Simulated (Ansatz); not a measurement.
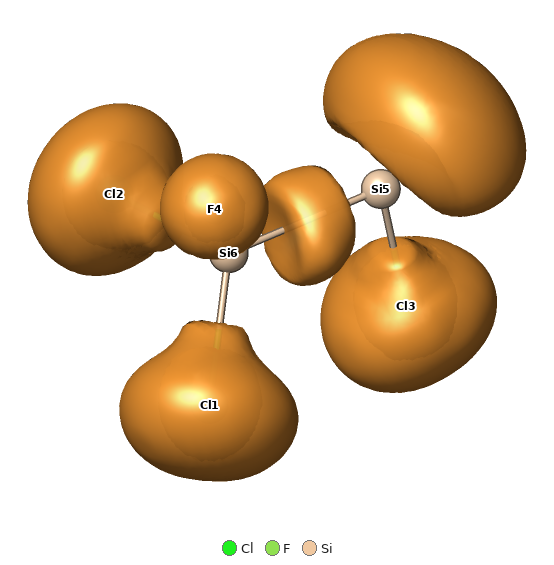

Cl3FSi2. Isosurface of the electron localisation function at 0.8 (orange), seen at an oblique angle. Core shells and regions of very low density are left out.

Geometry: B3LYP/6-31G*.

Level of theory: Ansatz, isolated molecule in a Gaussian basis; Kohn-Sham density functional theory, functional PBE0.

Input

```
crystal:
  periodic: [false, false, false]
  atoms:
    - {symbol: Cl, position_ang: [-0.441064, -0.950940, -1.442096]}
    - {symbol: Cl, position_ang: [2.022603, 1.081165, -0.345117]}
    - {symbol: Cl, position_ang: [0.078343, -1.838656, 2.280959]}
    - {symbol: F, position_ang: [-0.832286, 1.866522, -0.615988]}
    - {symbol: Si, position_ang: [-0.311624, 0.225605, 2.260410]}
    - {symbol: Si, position_ang: [0.013667, 0.581175, -0.129589]}
basis:
  gaussian:
    orbitals: def2-SVPD
hamiltonian:
  xc: pbe0
output: {forces: true, orbitals: {seedname: orbitals}}
```

Command:

```sh
ansatz run input.yaml --threads 2 --pin off --max-ram 4350MiB --events-out events.jsonl --progress --plain --runs-dir runs
```

Identify the bonds, lone pairs and shells in this picture.

Answer. The ELF exceeds this value in one region between bonded Si–Si atoms (shared pairs), three regions on Cl in which the atom's valence shell and bonds are merged, one lobe on Si, pointing away from the bonds (lone pairs) and one region wrapped around F (its lone pairs, merged into a ring or cap).

Values along the shortest contacts:
Si–F (1.61 Å): the ELF peaks at about 0.85 in the valence shell of F, 0.6 Å from its nucleus, and is about 0.45 at the midpoint. Si–Cl (2.07 Å): the ELF peaks at about 0.90 between the atoms (a shared but strongly polarised pair).
